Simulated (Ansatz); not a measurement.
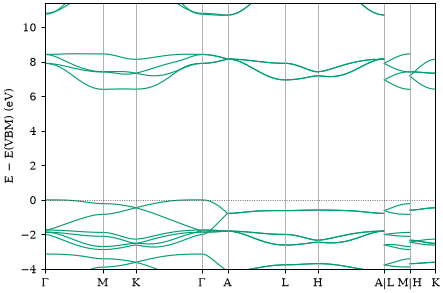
Band structure from LDA (plane waves, PAW; program Ansatz)

Question: Read off the gap and where the band edges lie.

Answer: About 6.4 eV (6.40 eV by a search for the band edges); maximum on the Γ–M line, 10 % of the way from Γ, minimum at M.

The material is N in space group P6_3/mmc (No. 194; N on 4f).

The workflow started from a Materials Project entry (that database holds measured and hypothetical structures alike); the Crystallography Open Database copy checked does not list it. It is not the usual solid phase (space group No. 205). Symmetry was held in the LDA relaxation; its stability against distortions is not shown here. The substance is a gas or liquid at ambient conditions. A crystal of weakly bound molecules computed without a dispersion correction: the cell and the soft elastic constants depend strongly on that.

Potentials: the later of the program's two PAW sets.
